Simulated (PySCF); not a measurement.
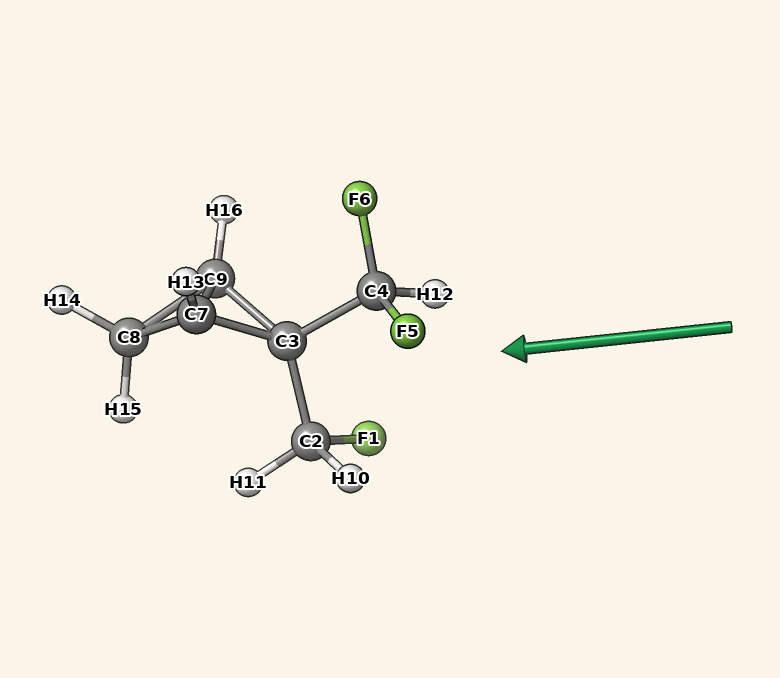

The arrow beside the molecule shows the direction of the dipole moment, from the negative to the positive end (its length means nothing). The computed structure is the end point of a GFN2-xTB optimisation. No frequency run is at hand to confirm it as a minimum. Method: CAM-B3LYP/def2-SVPD, gas phase (PySCF 2.14.0).

Q: How large is the dipole moment?

A: 2.15 D; it points from the side of H12 to the side of H14 (the outermost atoms at the two ends).
